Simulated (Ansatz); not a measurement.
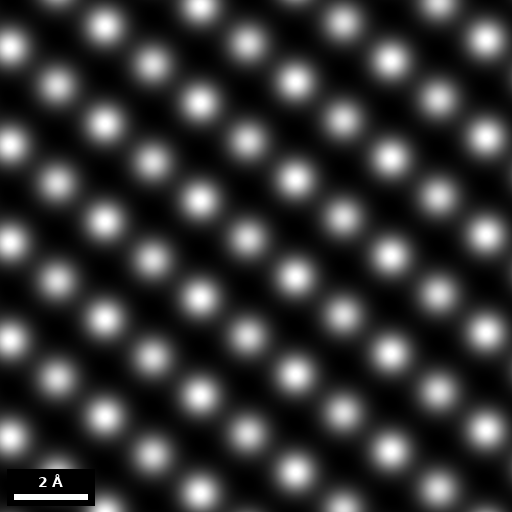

iDPC-like image of TaSb (P4/mmm, No. 123) along [111]. Simulated as the projected potential of neutral atoms (B = 0.5 Å²) blurred by a 0.63 Å probe, the thin-sample limit of integrated differential phase contrast. Atomic positions: the end point of a relaxation with Ansatz, DFT PBE, scalar-relativistic, plane waves, PAW; the starting structure was generated, so it need not be a known form of this composition.

> Interpret the image.

The columns repeat on a centred rectangular net of 3.34 × 4.16 Å (plane group c2mm). The brightest columns hold 1 Ta per repeat; in falling brightness follow 1 Sb (about 85 %). Brightness is counted from the darkest point of the image. The closest visible columns (Ta and Sb) are 1.67 Å apart in projection. Along the beam the structure repeats every 6.99 Å.

| column | atoms along the beam per repeat | peak brightness |
| --- | --- | --- |
| Ta | 1 Ta | 100 % |
| Sb | 1 Sb | 85 % |
